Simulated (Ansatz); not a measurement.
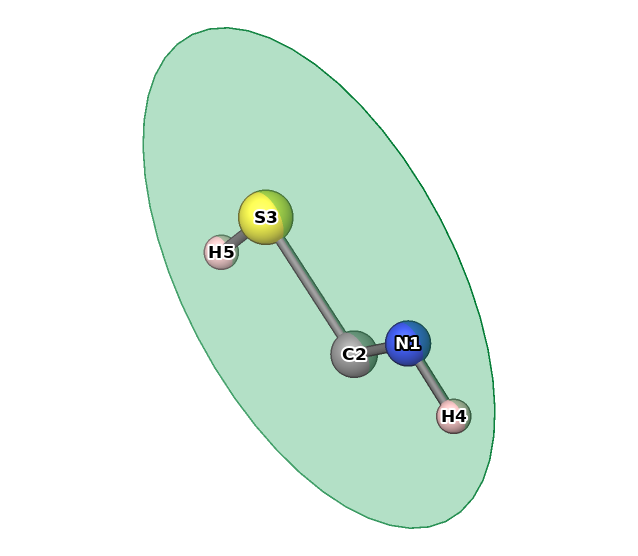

A disc through the centre of mass is drawn in. Distant atoms are faded towards the background colour. The species has charge −1 and is a spin singlet. The computed structure is the end point of a PBE0-D4/def2-TZVPD optimisation. No frequency run is at hand to confirm it as a minimum.

Question: Is the plane of the disc a mirror plane of the structure?

Answer: Yes. The reflection leaves N1, C2, S3, H4, H5 in place. The point group is Cs.
